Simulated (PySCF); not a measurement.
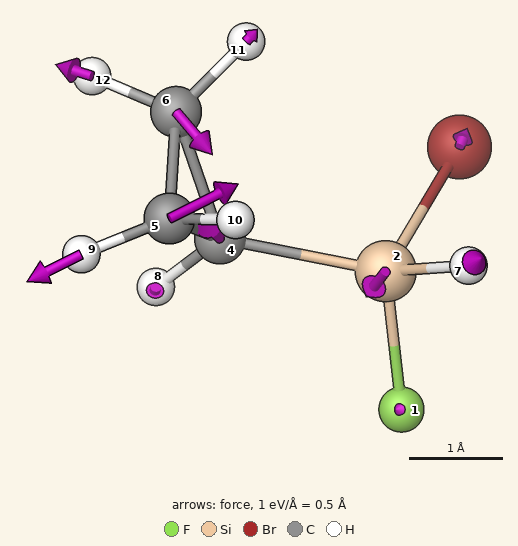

Starting geometry of C₃H₆BrFSi with the computed forces as purple arrows. A ball-and-stick model, seen at a tilt.

The start comes from GFN2-xTB. Its atoms were then displaced at random by about 0.01 Å.

Level of theory: PySCF 2.14.0, density-fitted response routines, PBE0-D3(BJ)/def2-SVP geometry optimisation, gas phase. 

Q: Is this structure relaxed? If not, where do the atoms go?

A: It isn't relaxed: the largest force vector, on a C atom, is 1.78 eV/Å. The final displacements have little in common with the starting forces (cosine between the two patterns 0.04). Over 12 geometry steps the energy falls by 3.17 kcal/mol. The atom that moves furthest after the best rigid fit is the Br atom (0.50 Å). Largest moves by element: Br 0.50 Å, H 0.50 Å, F 0.44 Å, C 0.15 Å, Si 0.07 Å. Near-neighbour distances that change, for instance: H–Si 1.444 → 1.485 Å, C–H 1.059 → 1.093 Å, C–C 1.536 → 1.512 Å, Br–Si 2.195 → 2.216 Å. Bond angles that change, for instance: C–Si–H 119.0° → 111.8°, C–C–H 113.5° → 116.5°, Si–C–C 121.1° → 118.2°. Groups turn about C–Si by about 25°. Cost: 2.1 min on 1 thread of Arm Neoverse V1, on a shared host.
